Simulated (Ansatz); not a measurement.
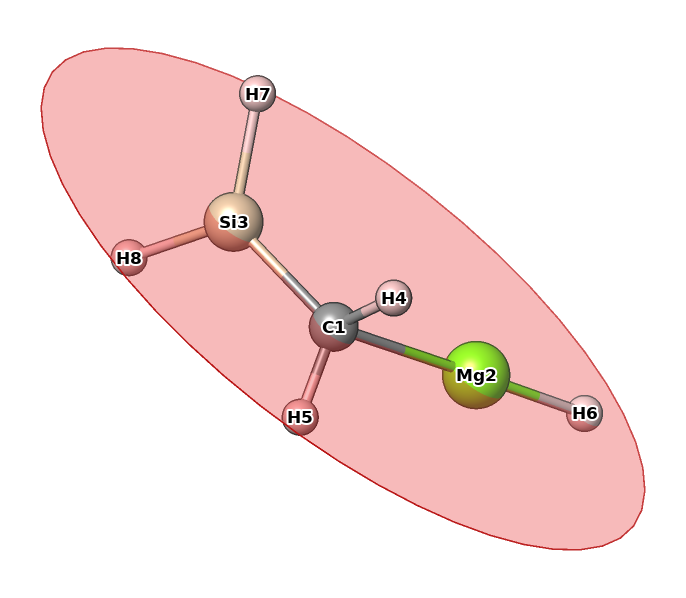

A disc through the centre of mass is drawn in. Depth is shown by fading: the farther an atom, the more it takes the colour of the background. Charge +1, singlet. Computed geometry: PBE0-D4/def2-TZVP optimisation. No frequency run is at hand to confirm it as a minimum.

Is the plane of the disc a mirror plane of the structure?

Answer. Yes. The reflection leaves C1, Mg2, Si3, H6 in place and moves H4 ↔ H5; H7 ↔ H8. The point group is Cs.
